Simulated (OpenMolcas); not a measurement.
# W⁵⁺ among point charges: CASSCF and CASPT2 levels and susceptibility

Aim: the splitting of the states of W⁵⁺ in the field of 8 point charges, its lowest levels with spin-orbit coupling and its magnetic susceptibility.

The numbers are computed with OpenMolcas 26.06 (state-averaged CASSCF and CASPT2, spin-orbit coupling by RASSI with atomic mean-field integrals), except any that are marked as measured or tabulated.

### 1 The system

* Species: W⁵⁺ (tungsten, Z = 74, 69 electrons)
* Basis: ANO-RCC-VDZP [7s6p4d2f1g], 68 functions
* Scalar Hamiltonian: DKH2, point nucleus
* Inactive shells: 1s 2s 2p 3s 3p 3d 4s 4p 4d 4f 5s 5p
* Active space: 1 electron in 5 orbitals (5d)
* Some configurations of this space: 5d
* Orbitals: optimised for each spin and parity, averaged over all roots

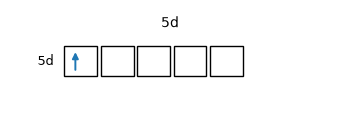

Outer shells as boxes.

The ion sits among 8 point charges of -0.8 e arranged as a cube (Oh), 2.11 Å from the ion.

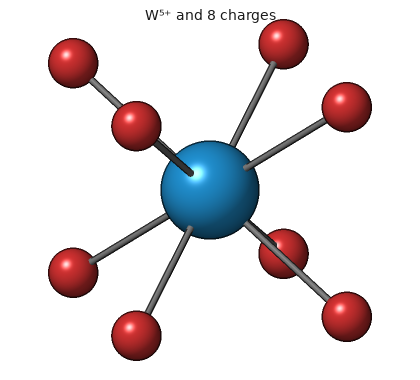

The ion and the point charges (red).

The work runs as a chain of OpenMolcas steps in one folder; each step below is one input file. Labels, J, g values, rates, χT and fits are worked out afterwards by a script from the matrices that RASSI stores. The input lists half of the charges; inversion (Group=XYZ) makes the rest.

### 2 GATEWAY and SEWARD: basis and integrals

a.inp reads:

```
&GATEWAY
Coord
1

W 0.0 0.0 0.0
Basis=ANO-RCC-VDZP
Group=XYZ
NoMove
AngMom=0.0 0.0 0.0
AMFI
XField
4 Angstrom 0
1.218209 1.218209 1.218209 -0.800000
1.218209 1.218209 -1.218209 -0.800000
1.218209 -1.218209 1.218209 -0.800000
1.218209 -1.218209 -1.218209 -0.800000
&SEWARD
```

Run with:

```bash
> OMP_NUM_THREADS=1 MOLCAS_MEM=1689 MOLCAS_PROJECT=a pymolcas a.inp > a.log
```

### 3 CASSCF: doublets of even parity, 5 roots

a.inp reads:

```
&RASSCF
FileOrb=start.orb
Symmetry=1
Spin=2
nActEl=1 0 0
Inactive=15 19
Ras2=5 0
CIRoot=5 5 1
SDav=5
CIMx=300
Iter=120 100
PrWF=0.3
OrbListing=Nothing
MaxOrb=0
>>> COPY $Project.JobIph JOB001
```

start.orb holds the contracted functions of the basis, ordered by shell, or the orbitals of the step before.

### 4 State interaction with spin-orbit coupling

a.inp reads:

```
&RASSI
NrOfJobIphs=1 5
1 2 3 4 5
IphNames
JOB001
EJob
SpinOrbit
DIPRint=1.0
SOCoupling=1000.0
Subsets=2
Property=9
'ANGMOM' 1 'ANGMOM' 2 'ANGMOM' 3 'MLTPL  1' 1 'MLTPL  1' 2 'MLTPL  1' 3
'AMFI' 1 'AMFI' 2 'AMFI' 3
SOProperty=3
'ANGMOM' 1 'ANGMOM' 2 'ANGMOM' 3
```

### 5 CASPT2: IPEA 0.25, imaginary shift 0.1 (closed shells correlated: 4f 5s 5p)

a.inp reads:

```
>>> COPY JOB001 $Project.JobIph
&CASPT2
Multistate=5 1 2 3 4 5
NoMult
Frozen=14 9
IPEA=0.25
Imaginary=0.1
MaxIter=60
WThr=0.0 0.3 0.05
PrWF=0.5
NoMix
```

(Steps that only read results are left out.)

Q: Predict the outcome of this session. Wanted: spin-free ground state; first state of the same spin within the active space; lowest level; next level.

The runs gave:

| quantity | value |
| --- | --- |
| method | SS-CASPT2, IPEA 0.25, imaginary shift 0.1 (closed shells correlated: 4f 5s 5p) |
| spin-free ground state | 2E, 2-fold in its orbital part |
| first state of the same spin within the active space | 2T2 at 3690 cm⁻¹ |
| lowest level | 4-fold Γ8 |
| next level | 9990.8 cm⁻¹ |
| χT at 300 K | 0.27 cm³ K/mol |
| effective moment at 300 K | 1.46 μB |

Cost by method:

```
                                                 method  time of its own steps  time with the reference
                                              A. CASSCF                  1.9 s                    1.9 s
B. SS-CASPT2, IPEA 0.25, imaginary shift 0.1, +4f 5s 5p                    1 s                    2.9 s
```

Times are of one thread on a shared host.

What this shows: The spin-free ground state (2E) comes to 100 % from free-ion D terms and keeps the highest spin of the shell. χT at 300 K is 0.27, against 0.38 cm³ K/mol for the spin alone, so orbital moment lowers it. A ligand-field fit to the states below 45000 cm-1 gives 10Dq = -3691 cm-1, the gap between the two states. CASPT2 does not keep the components of a term degenerate, and the means are used. An orbital doublet at a regular site is open to a Jahn-Teller distortion, which this geometry leaves out. The field of point charges can differ much from that of real complexes. This is an electrostatic model: the charges have no orbitals.
